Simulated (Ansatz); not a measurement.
**CH₂AlClO (SMILES O=[CH][AlH][Cl]): density, localisation and related maps**

Input file:

```
crystal:
  periodic: [false, false, false]
  atoms:
    - { symbol: O, position_ang: [0.94302, -1.3598, -0.59227] }
    - { symbol: C, position_ang: [1.03457, -0.16224, -0.38247] }
    - { symbol: Al, position_ang: [-0.78404, 0.3844, 0.34574] }
    - { symbol: Cl, position_ang: [-2.18434, -1.04375, 0.53138] }
    - { symbol: H, position_ang: [2.00621, 0.32732, -0.61886] }
    - { symbol: H, position_ang: [-1.01543, 1.85407, 0.71649] }
basis:
  gaussian: { orbitals: "6-31G" }
hamiltonian:
  xc: b3lyp
relax:
  f_tol: 0.02
  max_steps: 40
scf:
  lower_state_search: "off"
output:
  orbitals: {}
```

Run with:

```sh
ansatz run input.yaml --threads 1 --pin off --max-ram 2048MiB --backend cpu --events-out ev --progress --plain --runs-dir out
```

The fields are those of the run's last geometry, not of the input's.

Theory: Ansatz, RKS B3LYP/6-31G.

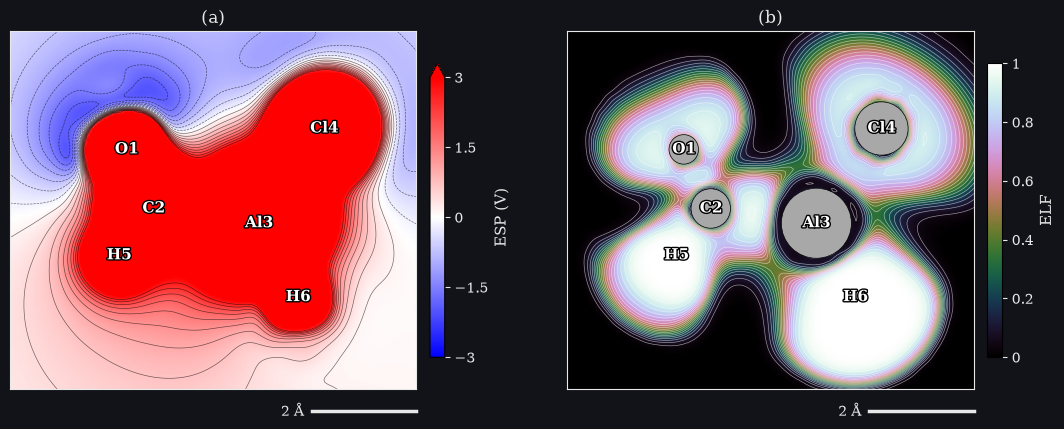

Figure 1. (a) electrostatic potential; (b) ELF on the molecular plane. Grey discs cover the atomic cores in the ELF map.

Question: Describe what can be read from this map.

Answer:
- The plane passes through O, C, Al, Cl and H nuclei.
- C–O (1.24 Å): the ELF peaks at about 0.85 between the atoms: a short, strongly polar bond.
- C–Al (2.04 Å): the ELF peaks at about 0.95 between the atoms (a shared but strongly polarised pair).
- Al–Cl (2.20 Å): the ELF peaks at about 0.85 in the valence shell of Cl, 0.9 Å from its nucleus, and is about 0.75 at the midpoint.
- C–H (1.11 Å): the ELF climbs to about 1 towards the hydrogen, as it does in any bond to H; an ordinary covalent bond to hydrogen.
- Al–H (1.59 Å): the ELF climbs to about 1 towards the hydrogen.
- The ELF also peaks beside O1 and Cl4, away from the bonds: lone-pair regions.
- Outside the dense part of the molecule the potential is most negative (−2.0 V) near O1.

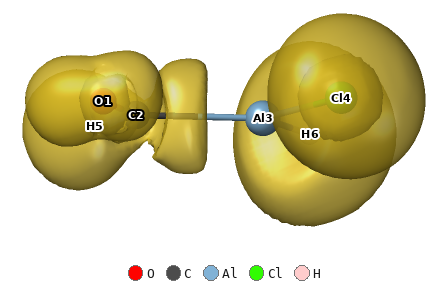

Figure 2. Isosurface of the ELF at 0.75 (yellow), seen from one side. Only the valence region is drawn (cores and ρ < 0.01 e/Å³ removed).

Question: Describe the localisation domains.

Answer: The surface consists of two regions around hydrogen nuclei, one region on Cl in which the atom's valence shell and bonds are merged and one region on O in which the atom's valence shell and bonds are merged.

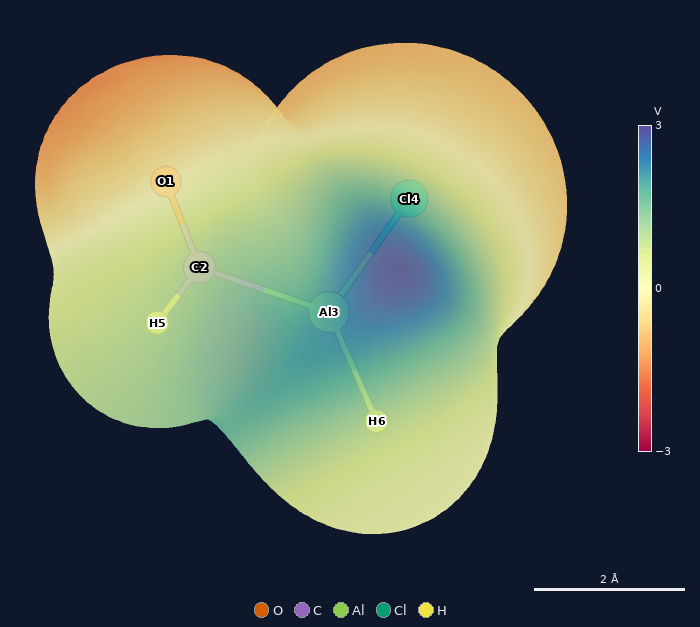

Figure 3. The molecular electrostatic potential painted on the density surface at 0.001 e/bohr³, seen at a tilt; the colour scale runs from red (negative) to blue (positive).

Question: Describe the electrostatic potential map.

Answer: The most negative region (about −1.5 V) lies over O1, the most positive (about +2.8 V) over Al3. O1 is the likeliest acceptor of a hydrogen bond.
